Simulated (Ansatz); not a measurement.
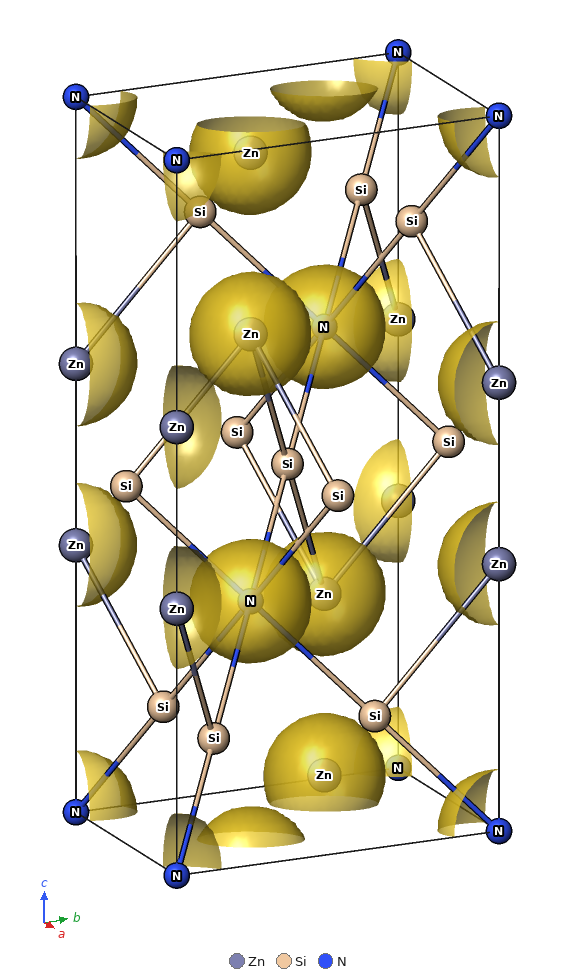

Zn₂Si₃N. Isosurface of the valence pseudo-density at 0.8 e/Å³ (yellow), seen slightly off an axis. Sticks mark near contacts.

Space group R-3m; a structure generated by program, which may or may not match a known phase; computed without spin polarisation.

Method: Ansatz, DFT PBE, scalar-relativistic, plane waves, PAW.

In a PAW calculation such maps are meaningful between the atoms, not at the nuclei.

```yaml
crystal:
  lattice:
    - [5.61588, 0.00000, 0.00000]
    - [-2.80794, 4.86350, 0.00000]
    - [0.00000, 0.00000, 9.18953]
  atoms:
    - { symbol: Zn, position: [0.33333, 0.66667, 0.29354] }
    - { symbol: Zn, position: [0.00000, 0.00000, 0.62687] }
    - { symbol: Zn, position: [0.66667, 0.33333, 0.96020] }
    - { symbol: Zn, position: [0.33333, 0.66667, 0.03980] }
    - { symbol: Zn, position: [0.00000, 0.00000, 0.37313] }
    - { symbol: Zn, position: [0.66667, 0.33333, 0.70646] }
    - { symbol: Si, position: [0.83333, 0.16667, 0.16667] }
    - { symbol: Si, position: [0.50000, 0.50000, 0.50000] }
    - { symbol: Si, position: [0.16667, 0.83333, 0.83333] }
    - { symbol: Si, position: [0.33333, 0.16667, 0.16667] }
    - { symbol: Si, position: [0.00000, 0.50000, 0.50000] }
    - { symbol: Si, position: [0.66667, 0.83333, 0.83333] }
    - { symbol: Si, position: [0.83333, 0.66667, 0.16667] }
    - { symbol: Si, position: [0.50000, 0.00000, 0.50000] }
    - { symbol: Si, position: [0.16667, 0.33333, 0.83333] }
    - { symbol: N, position: [0.00000, 0.00000, 0.00000] }
    - { symbol: N, position: [0.66667, 0.33333, 0.33333] }
    - { symbol: N, position: [0.33333, 0.66667, 0.66667] }
```

Question: Which contacts does the surface bridge?

Answer: At this value the density breaks into separate islands; it holds about 50 % of the electrons treated as valence. It bridges none of the near contacts. It is pinched off along the sampled Si–N (2.23 Å) and Zn–Si (2.50 Å) contacts. On the grid the lowest density along these lines, outside the cores, is 0.38 e/Å³ (Si–N, 2.23 Å) and 0.36 e/Å³ (Zn–Si, 2.50 Å).
